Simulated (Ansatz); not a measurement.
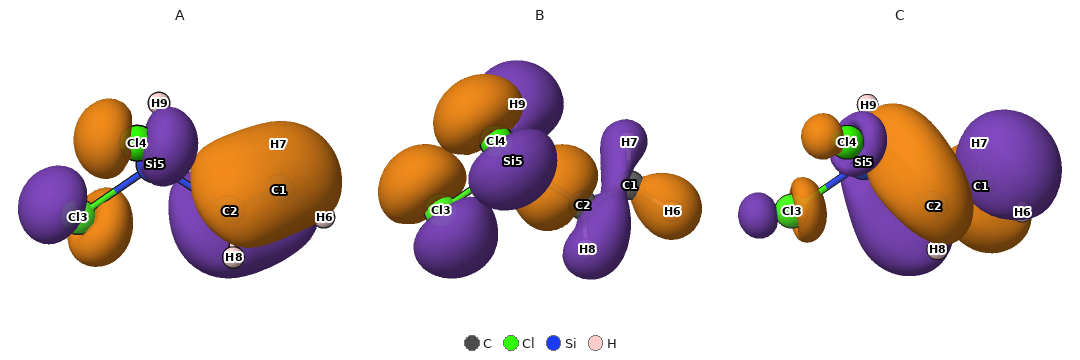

Figure. C₂H₄Cl₂Si. Three frontier orbitals at ±0.08 Å⁻³ᐟ² (orange and purple are the two phases), in no order.

Geometry: r2SCAN-D4/def2-SVP.

These are results of isolated molecule in a Gaussian basis; Kohn-Sham density functional theory, functional PBE0 in Ansatz 0.2.0, not measurements.

| atom | x (Å) | y (Å) | z (Å) |
| --- | --- | --- | --- |
| C | -0.2180 | 2.5156 | -2.7392 |
| C | 0.1944 | 1.5432 | -1.9107 |
| Cl | 0.9023 | 1.4999 | 1.2198 |
| Cl | 3.1059 | 0.4786 | -1.0785 |
| Si | 1.5732 | 1.8171 | -0.7105 |
| H | -1.0346 | 2.3633 | -3.4548 |
| H | 0.2434 | 3.5112 | -2.7399 |
| H | -0.2985 | 0.5618 | -1.9465 |
| H | 2.1084 | 3.1966 | -0.8103 |

Question: Order the three orbitals by energy and name them.

Answer: B is the HOMO−1 (−8.93 eV). It lies mainly on Cl4 (about 25 %), Cl3 (about 25 %), C2 (about 15 %), Si5 (about 15 %) and H9 (about 10 %). A is the HOMO (−8.53 eV). By Hirshfeld shares it lies mainly on C1 (about 35 %), C2 (about 35 %), Cl3 (about 10 %) and Cl4 (about 10 %); π-bonding across C1–C2. C is the LUMO (−1.22 eV). Its weight (Hirshfeld) is mainly on C1 (about 35 %), C2 (about 25 %) and Si5 (about 15 %); π-antibonding (π*) across C1–C2.

Question: What is the HOMO–LUMO gap?

Answer: 7.31 eV between the orbital energies.
